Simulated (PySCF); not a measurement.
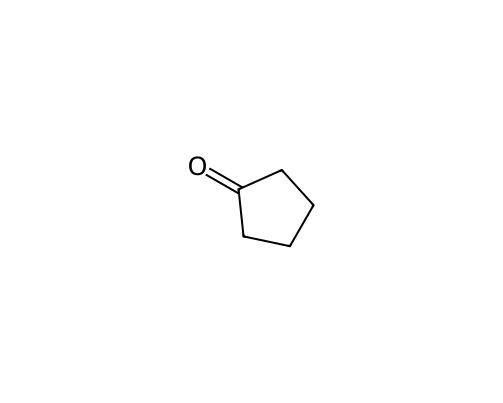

A structural formula.

Write the SMILES.

O=C1CCCC1

What is the molecular formula?

C5H8O.

An optimisation with PBE0-D3(BJ)/def2-SVP gave a structure of which point group?

C2.

More results for the same structure follow; atom numbers are the same in all pictures, views and colours differ. The computed structure is the end point of a PBE0-D3(BJ)/def2-SVP optimisation. No frequency run is at hand to confirm it as a minimum.

**Excitation**

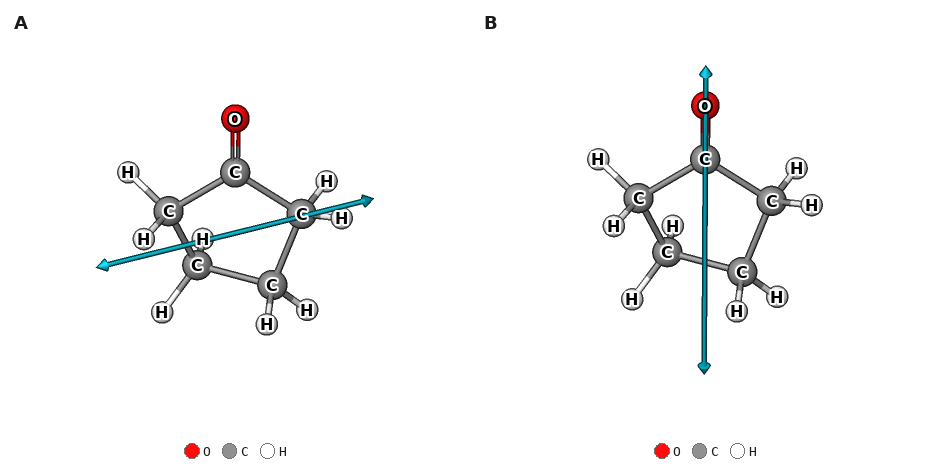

The double arrows show the directions of two transition dipoles from the ground state (lengths mean nothing). No frequency run is at hand to confirm it as a minimum. Properties computed with TDDFT CAM-B3LYP/def2-SVPD, vertical, gas phase, core orbitals frozen in the response (PySCF 2.14.0).

One belongs to singlet state 6 and one to singlet state 7. Which is which?

A: state 6, 8.31 eV (149 nm), oscillator strength 0.033, mainly HOMO−1 → LUMO (weight 0.96).
B: state 7, 8.47 eV (146 nm), oscillator strength 0.11, mainly HOMO−2 → LUMO (weight 0.80).

**Quadrupole coupling**

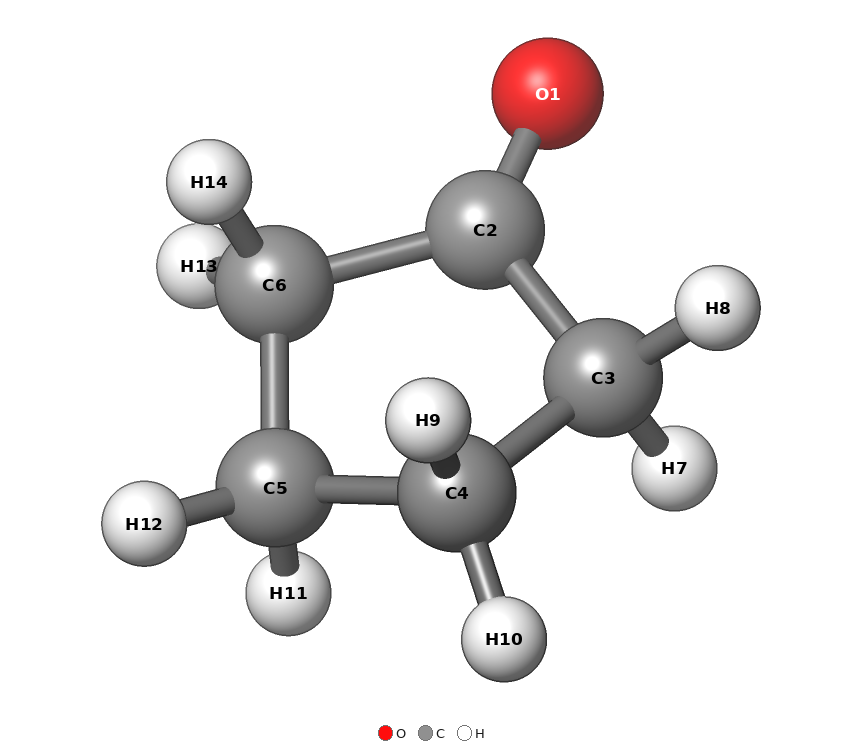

No frequency run is at hand to confirm it as a minimum. Electric field gradients from the ground-state density, B3LYP/pcJ-1 (PySCF 2.14.0), non-relativistic apart from any core potentials.

Give the largest field-gradient component, the quadrupole coupling constant and the asymmetry for 17O at O1 (Q = −25.6 mb).

```json
{"atom": "O1", "V_zz (a.u.)": "−1.915", "e²qQ/h (MHz)": "11.52", "η": "0.48"}
```

**NMR shielding**

The questions are on isotropic NMR shieldings of the C atoms. No frequency run is at hand to confirm it as a minimum. Method: GIAO PBE0/pcSseg-1 NMR shielding, non-relativistic, gas phase (PySCF 2.14.0).

Which C atom is the most shielded (lowest chemical shift)?

C4, C5 (158.7 ppm).

Which C atom is the least shielded (highest chemical shift)?

C2 (−35.8 ppm).

How wide is the range of C shifts?

194.5 ppm.

Give the isotropic NMR shieldings of the C atoms atom by atom.

```json
{"atom": "C2", "σ (ppm)": "−35.8"}
{"atom": "C3", "σ (ppm)": "144.5"}
{"atom": "C4", "σ (ppm)": "158.7"}
{"atom": "C5", "σ (ppm)": "158.7"}
{"atom": "C6", "σ (ppm)": "144.4"}
```
